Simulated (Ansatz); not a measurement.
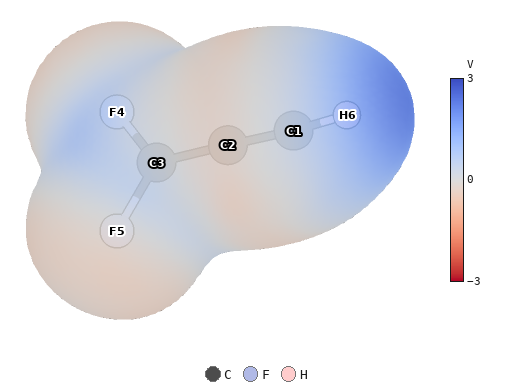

*C₃HF₂ (SMILES [CH]=C=C(F)F) (doublet). The electrostatic potential painted on the density surface at 0.002 e/bohr³, seen at a tilt; red is negative and blue positive.*

Geometry: B3LYP/6-31G*.

All numbers below come from Ansatz, isolated molecule in a Gaussian basis; Kohn-Sham density functional theory, functional PBE0.

```xyz
6

C    -2.7450    0.1014    2.4430
C    -2.2029    0.4084    1.3848
C    -1.5685    0.7733    0.2409
F    -1.8574    1.8693   -0.4497
F    -0.6177    0.0534   -0.3416
H    -3.3012   -0.2276    3.2914
```

### Where is the surface potential most negative and most positive?

The most negative region (about −0.4 V, or −9 kcal/mol for a unit charge) lies over C1, C2, F4 and F5, the most positive (about +2.1 V, or +48 kcal/mol for a unit charge) over H6.

### How polar is the molecule by this calculation?

Its dipole moment is 1.60 D.
